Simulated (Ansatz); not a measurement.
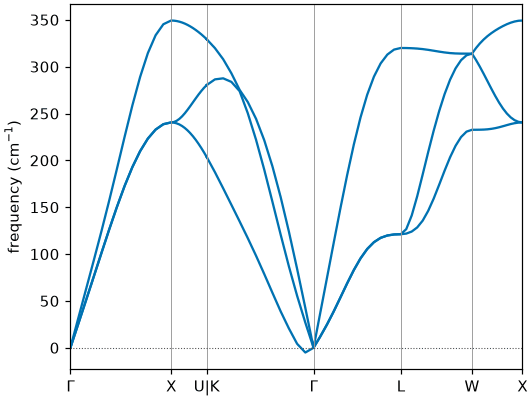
Figure. Phonon dispersion of Li (fcc (Cu type), Fm-3m), r²SCAN in the plane-wave PAW code Ansatz; imaginary frequencies are drawn negative

Q: Is this phase dynamically stable?

A: Yes, on this path no branch is imaginary.

Q: How high does the spectrum reach?

A: About 350 cm⁻¹ (10.5 THz).

The cell is a constructed one: a structure type filled with these elements; the Crystallography Open Database files this formula in space group No. 225, but the cells were not matched. It is not the phase usual at ambient conditions (space group No. 229). The r²SCAN relaxation kept the symmetry of its start. As this level gives no gap, phonon frequencies hold no LO–TO term and depend on the k-mesh and smearing (Fermi–Dirac, 0.1 eV here).

Potentials: the later of the program's two PAW sets.
